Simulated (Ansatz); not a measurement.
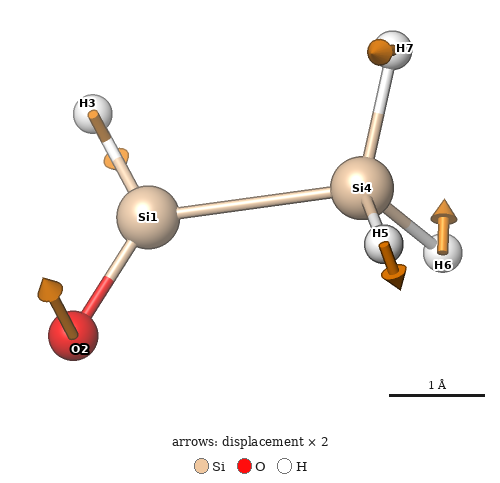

A relaxation of Si$_{2}$H$_{4}$O. The starting structure is drawn; orange arrows show the displacements, 2 times their true length. The two geometries are superimposed by the best rigid fit.

The picture is a ball-and-stick view, seen at a tilt.

It is one of the separated products of a reaction.

Theory: RKS PBE0-D4/def2-TZVP in Ansatz.

Input
```yaml
crystal:
  periodic: [false, false, false]
  atoms:
    - {symbol: Si, position_ang: [-1.591316, -0.198021, 0.173097]}
    - {symbol: O, position_ang: [-2.089118, -1.619357, -0.045338]}
    - {symbol: H, position_ang: [-1.788002, 0.522806, 1.468789]}
    - {symbol: Si, position_ang: [-0.565869, 1.064707, -1.521697]}
    - {symbol: H, position_ang: [0.253699, 0.165073, -2.369124]}
    - {symbol: H, position_ang: [-1.633246, 1.703227, -2.336466]}
    - {symbol: H, position_ang: [0.282677, 2.123264, -0.913187]}
basis:
  gaussian: {orbitals: def2-TZVP}
hamiltonian: {xc: pbe0, dispersion: d4}
relax: {f_tol: 0.005, max_steps: 200}
```

What happened in the run?

Answer. The largest moves after the best rigid fit, 0.50 Å, are those of O2 and H3. Largest moves by element: H 0.50 Å, O 0.50 Å, Si 0.02 Å. Groups turn about Si1–Si4 by about 35°. After 16 accepted moves (21 points after the start) the energy has fallen by 0.13 kcal/mol. The largest force component goes from 0.11 to 0.0026 eV/Å. The line search rejected the trial steps at points 1, 5, 8, 9, 15 of the run.
